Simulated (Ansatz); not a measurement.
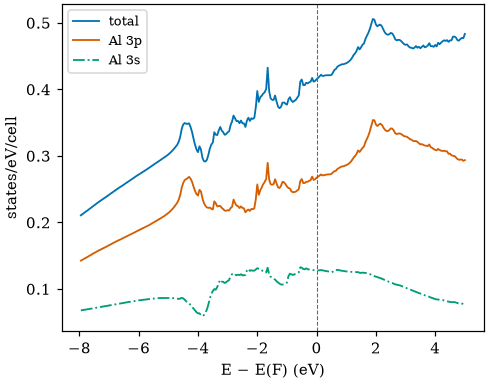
Fig. 1. Total and projected density of states of Al (bcc (W type), Im-3m), DFT-LDA in the program Ansatz with PAW potentials

### Question
Which orbitals carry the states next to the Fermi level?

### Answer
Within 0.5 eV of the Fermi level: Al 3p 64 %, Al 3s 31 %. Projections are on Löwdin-orthogonalised atomic valence shells; empty p or d shells of many metals are not among them.

### Question
Where is the tallest occupied peak in this window, and what makes it?

### Answer
Near -1.6 eV, about 0.43 states/eV per cell; the largest projected share is Al 3p.

The first step of the workflow began from a Materials Project structure, measured or hypothetical; the Crystallography Open Database copy checked does not list it. It is not the phase usual at ambient conditions (space group No. 225). Symmetry was held in the LDA relaxation. At this level the phase is mechanically unstable.

Potentials: the earlier of the program's two PAW sets. The files were generated under PBE; for other functionals the program regenerates the frozen cores, and for LDA and PBEsol the local potential too.
